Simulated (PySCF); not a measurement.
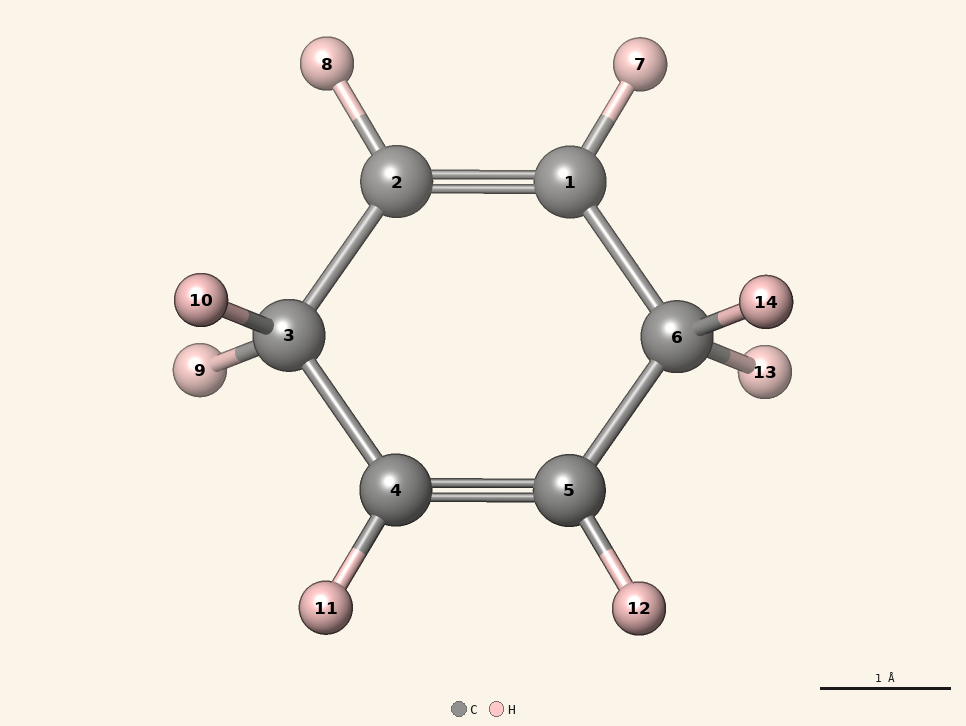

Orthographic view. Atoms fade into the background with distance from the viewer. The geometry was computed by an optimisation with PBE0-D3(BJ)/def2-SVP. No frequency run is at hand to confirm it as a minimum.

Write a MOL file (V2000) with the atoms in numerical order, bonds sorted by atom number with the orders drawn, and coordinates in the frame of the picture: x right, y up, z towards the viewer, origin at the mean position.

```
C6H8
                    3D

 14 14  0  0  0  0  0  0  0  0999 V2000
    0.6700    1.1900   -0.3900 C   0  0  0  0  0  0  0  0  0  0  0  0
   -0.6600    1.1900   -0.3800 C   0  0  0  0  0  0  0  0  0  0  0  0
   -1.4900    0.0100    0.0100 C   0  0  0  0  0  0  0  0  0  0  0  0
   -0.6700   -1.1900    0.3900 C   0  0  0  0  0  0  0  0  0  0  0  0
    0.6600   -1.1900    0.3800 C   0  0  0  0  0  0  0  0  0  0  0  0
    1.4900   -0.0100   -0.0100 C   0  0  0  0  0  0  0  0  0  0  0  0
    1.2100    2.0900   -0.6900 H   0  0  0  0  0  0  0  0  0  0  0  0
   -1.2000    2.1000   -0.6800 H   0  0  0  0  0  0  0  0  0  0  0  0
   -2.1800   -0.2600   -0.8200 H   0  0  0  0  0  0  0  0  0  0  0  0
   -2.1700    0.2800    0.8400 H   0  0  0  0  0  0  0  0  0  0  0  0
   -1.2100   -2.0900    0.6900 H   0  0  0  0  0  0  0  0  0  0  0  0
    1.2000   -2.1000    0.6800 H   0  0  0  0  0  0  0  0  0  0  0  0
    2.1700   -0.2800   -0.8400 H   0  0  0  0  0  0  0  0  0  0  0  0
    2.1800    0.2600    0.8200 H   0  0  0  0  0  0  0  0  0  0  0  0
  1  2  2  0
  1  6  1  0
  1  7  1  0
  2  3  1  0
  2  8  1  0
  3  4  1  0
  3  9  1  0
  3 10  1  0
  4  5  2  0
  4 11  1  0
  5  6  1  0
  5 12  1  0
  6 13  1  0
  6 14  1  0
M  END
```
